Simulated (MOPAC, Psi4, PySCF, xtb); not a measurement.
Two rigid molecules brought together: HBr ··· CH3F (SMILES Br and CF). Monomers: optimised at B3LYP-D3(BJ) (def2-TZVP), held rigid. Orientation: a random orientation, not optimised. Only R, the distance of the centres of mass, is varied, so the lowest point isn't the relaxed dimer.

Geometry at R = 3.86 Å (first 2 atoms: monomer A):
```
7

Br     0.7124     0.0000     0.0000
H     -0.7124     0.0000     0.0000
C     -0.7807     2.3203    -3.3549
F     -1.3720     1.7635    -2.2278
H      0.1426     1.7811    -3.5705
H     -1.4714     2.2320    -4.1946
H     -0.5642     3.3707    -3.1561
```

- SAPT0/jun-cc-pVDZ, frozen core (Psi4)
- RMP2/6-31G* = restricted MP2 (frozen core)/6-31G*, spherical d, no counterpoise correction (PySCF)
- RKS-B3LYP/LANL2DZ = restricted B3LYP/LANL2DZ, with its core potentials past Ne, no counterpoise correction (PySCF)
- GFN1-xTB (xtb)
- AM1, restricted, heats of formation (MOPAC)

Interaction energies in kJ/mol (negative: bound); R is the distance of the centres of mass, d the H2···F4 distance.

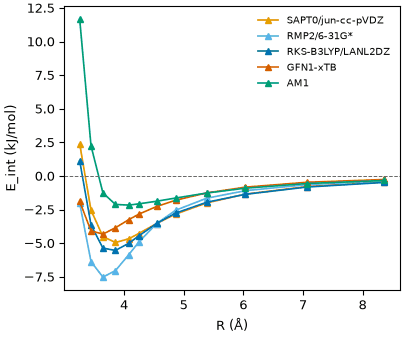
Figure: Interaction energy against separation.

```
R / Å  d / Å  SAPT0/jun-cc-pVDZ  RMP2/6-31G*  RKS-B3LYP/LANL2DZ  GFN1-xTB    AM1
-----  -----  -----------------  -----------  -----------------  --------  -----
3.26    2.34               2.39        -2.02               1.13     -1.89  11.67
3.45    2.52              -2.55        -6.37              -3.65     -4.09   2.24
3.65    2.71              -4.51        -7.53              -5.37     -4.32  -1.26
3.86    2.92              -4.95        -7.04              -5.54     -3.85  -2.12
4.08    3.13              -4.68        -5.87              -5.01     -3.26  -2.17
4.25    3.30              -4.28        -4.93              -4.46     -2.85  -2.08
4.55    3.59              -3.54        -3.54              -3.53     -2.27  -1.88
4.87    3.90              -2.84        -2.55              -2.76     -1.80  -1.64
5.39    4.41              -2.00        -1.65              -1.96     -1.26  -1.27
6.04    5.06              -1.35        -1.09              -1.36     -0.83  -0.91
7.07    6.08              -0.79        -0.64              -0.82     -0.47  -0.56
8.37    7.37              -0.45        -0.37              -0.48     -0.26  -0.33
```

Lowest grid point: SAPT0/jun-cc-pVDZ -4.95 kJ/mol at R = 3.86 Å; RMP2/6-31G* -7.53 kJ/mol at R = 3.65 Å; RKS-B3LYP/LANL2DZ -5.54 kJ/mol at R = 3.86 Å; GFN1-xTB -4.32 kJ/mol at R = 3.65 Å; AM1 -2.17 kJ/mol at R = 4.08 Å.
